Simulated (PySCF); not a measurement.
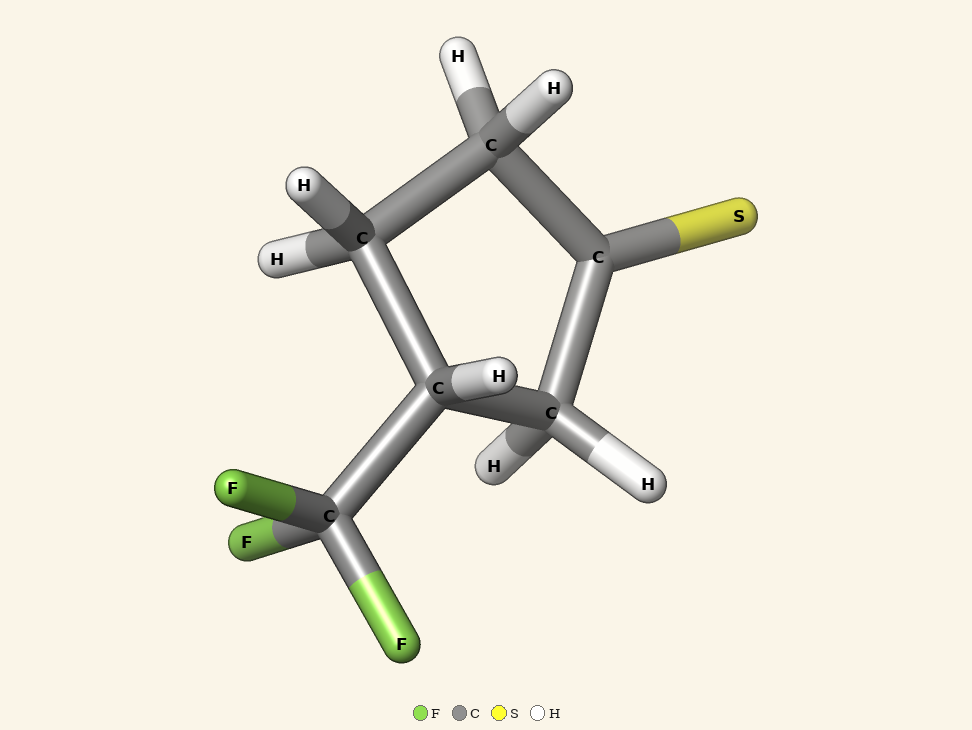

Rendered structure (stick style).

Count the atoms of each element.

Answer. C6H7F3S, 17 atoms: 6 carbon, 7 hydrogen, 3 fluorine and 1 sulfur.

How many bonds of each kind are drawn?

Answer. 7 C–H, 6 C–C, 3 C–F, 1 C–S.

Describe its rings.

Answer. Independent rings (smallest set): 1 of 5 members.

The parts below concern this one geometry. Atoms keep their numbers from picture to picture. Computed geometry: PBE0-D3(BJ)/def2-SVP optimisation. No frequency run is at hand to confirm it as a minimum.

### Shape

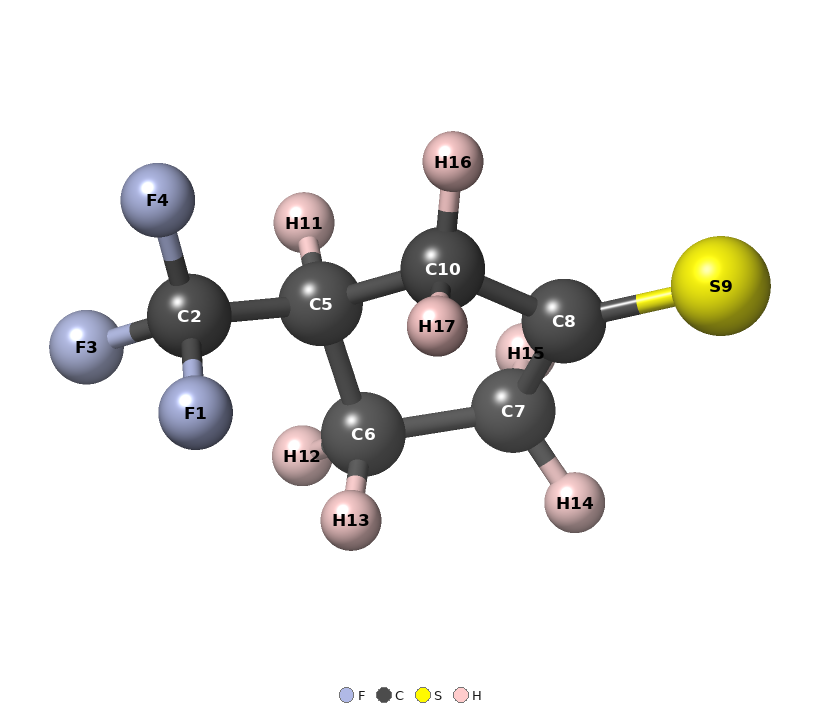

No frequency run is at hand to confirm it as a minimum.

What is the geometry at C10?

Answer. C10 has 4 neighbours (C5 at 1.53, C8 at 1.51, H16 at 1.10, H17 at 1.11 Å); the arrangement is tetrahedral.

Describe the coordination of atom 5.

Answer. C5 has 4 neighbours (C2 at 1.51, C6 at 1.53, C10 at 1.53, H11 at 1.10 Å); the arrangement is tetrahedral.

Describe the coordination of atom 7.

Answer. C7 has 4 neighbours (C6 at 1.53, C8 at 1.51, H14 at 1.10, H15 at 1.11 Å); the arrangement is tetrahedral.

Describe the coordination of atom 6.

Answer. C6 has 4 neighbours (C5 at 1.53, C7 at 1.53, H12 at 1.10, H13 at 1.10 Å); the arrangement is tetrahedral.

Which bond is the longest?

Answer. C8–S9, 1.619 Å.

What is the dihedral angle C6–C7–C8–S9?

Answer. 169° in size, that is anti.

### Dipole moment

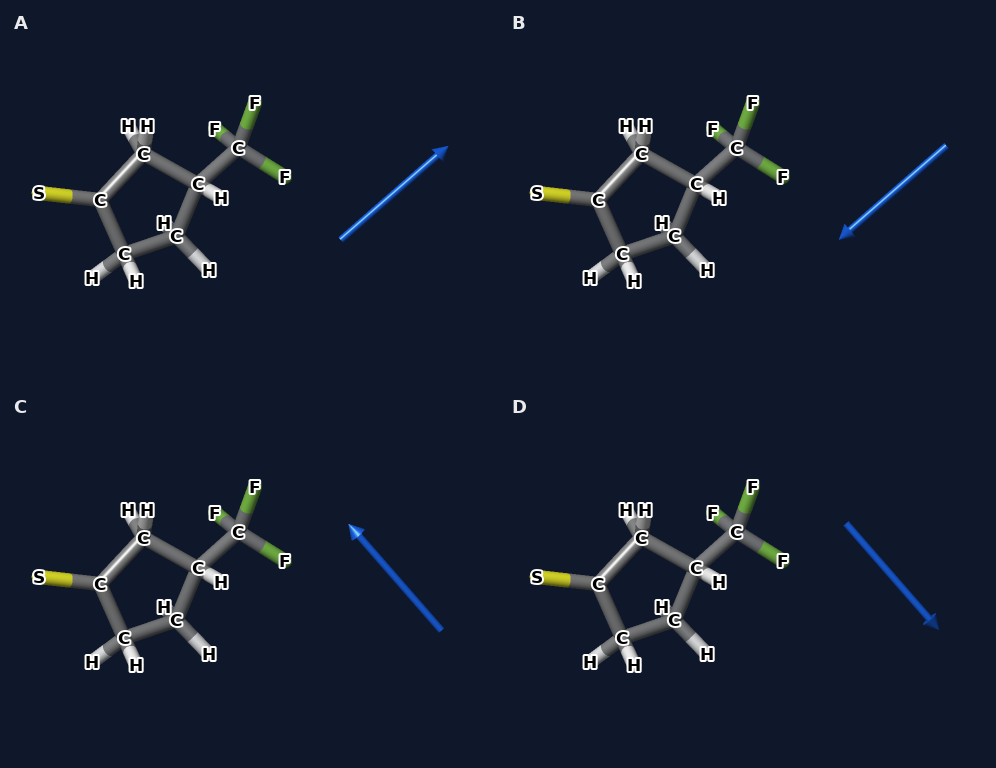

The same molecule four times, each with an arrow. No frequency run is at hand to confirm it as a minimum. Method: PBE0/pcSseg-1 in acetone (IEF-PCM) (PySCF 2.14.0).

Which arrow points along the dipole moment, from the negative to the positive end?

Answer. D. The dipole moment is 2.72 D.

### Ring current

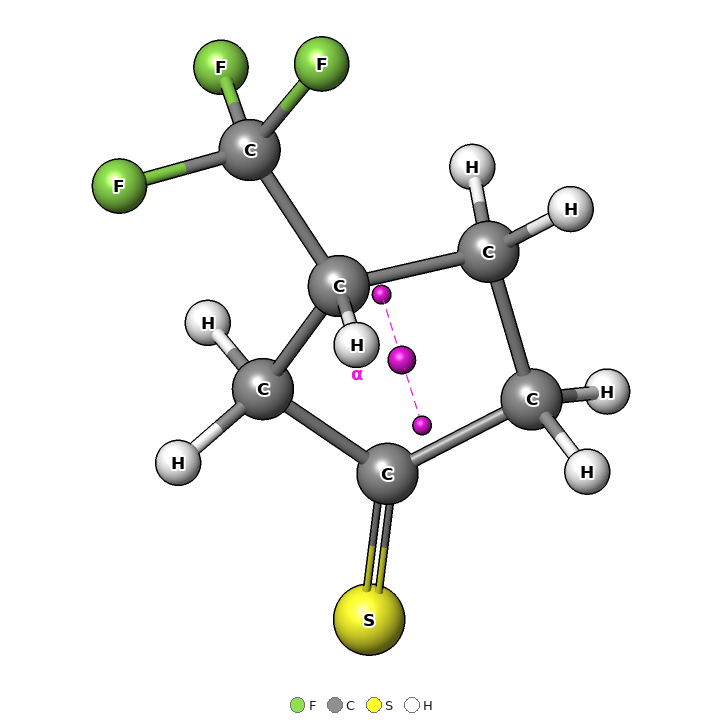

The small points mark where nucleus-independent chemical shifts (NICS) were computed: at the centre of each lettered ring and 1 Å above and below it. No frequency run is at hand to confirm it as a minimum. Method: GIAO PBE0/pcSseg-1 NMR shielding, non-relativistic, IEF-PCM acetone (PySCF 2.14.0).

Give NICS(0), NICS(1) and the out-of-plane component NICS(1)zz for each ring (means of the two sides).

| ring | members | NICS(0) | NICS(1) | NICS(1)zz |
| --- | --- | --- | --- | --- |
| α | C5 | 1.2 | −2.9 | −1.9 |

Values in ppm.

What do the values say about the ring currents?

Answer. Ring α: weak, as in a non-aromatic ring. NICS is one index among several.

### Charges

The questions are on IAO charges. No frequency run is at hand to confirm it as a minimum. Level of theory: PBE0/pcSseg-1 in acetone (IEF-PCM) (PySCF 2.14.0).

Which atom carries the highest charge (most positive or least negative)?

Answer. C2 (0.81 e).

And the lowest?

Answer. F1, F3, F4 (−0.29 e).

List the IAO charges.

```
atom  value (e)
  F1      −0.29
  C2       0.81
  F3      −0.29
  F4      −0.29
  C5      −0.16
  C6      −0.26
  C7      −0.28
  C8       0.00
  S9      −0.15
 C10      −0.28
 H11       0.17
 H12       0.16
 H13       0.15
 H14       0.18
 H15       0.18
 H16       0.18
 H17       0.18
```
